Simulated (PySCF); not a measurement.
System: C3H10F3NSi2.

The calculation's input:

```
{"job": {"kind": "nmr", "xc": "PBE0", "basis": "pcSseg-1"}, "charge": 0, "multiplicity": 1}
C     -2.584182    -0.847510    -0.423055
C     -1.722431    -0.130212     0.611509
Si    -0.190876     0.680723    -0.157760
N      0.856247    -0.456328    -0.904174
Si     2.600197    -0.690548    -0.848199
C      0.853525     1.422390     1.297335
F      1.918730     2.131749     0.868804
F      1.347313     0.491303     2.139647
F      0.139689     2.271650     2.067387
H     -3.458501    -1.294321     0.045786
H     -2.020564    -1.638923    -0.911416
H     -2.923986    -0.152734    -1.187113
H     -2.330071     0.624626     1.113046
H     -1.422535    -0.847651     1.379271
H     -0.505255     1.845206    -0.996349
H      0.382153    -1.092824    -1.524898
H      2.850949    -1.637825    -1.937298
H      2.956149    -1.265773     0.447208
H      3.243646     0.596254    -1.087192
```

Launched as:

```sh
OMP_NUM_THREADS=1 python probes_run.py task.json out
```

Geometry: GFN2-xTB.

Level of theory: PBE0/pcSseg-1, SCF density, gas phase, non-relativistic in PySCF 2.14.0.

What can the converged electron density and electron localisation function tell about the bonding?

C–F (1.35 Å): ρ at the midpoint is about 2.3 e/Å³, with its minimum of 1.8 e/Å³ about 0.5 Å from C; the ELF peaks at about 0.85 between the atoms, as expected for a polar covalent bond.
C–C (1.53 Å): the density is about 1.6 e/Å³ at the midpoint; the ELF peaks at about 0.95 between the atoms: a covalent bond.
C–Si (1.90 Å): ρ at the midpoint is about 0.95 e/Å³; the ELF peaks at about 0.95 between the atoms; a shared electron pair.

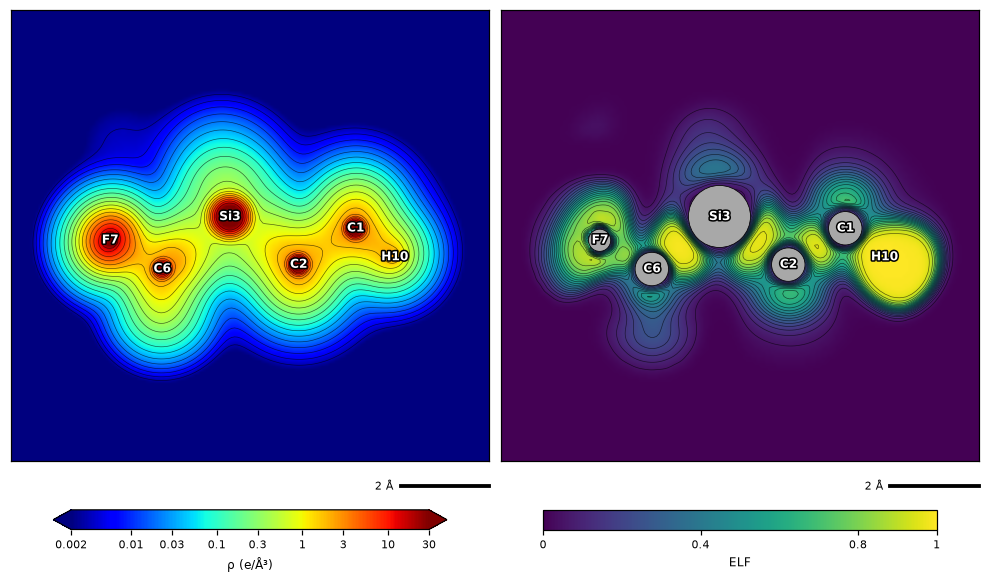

Computed electron density and electron localisation function on the plane of atoms C1, C2 and Si3, in this order. Grey discs cover the atomic cores in the ELF map. 
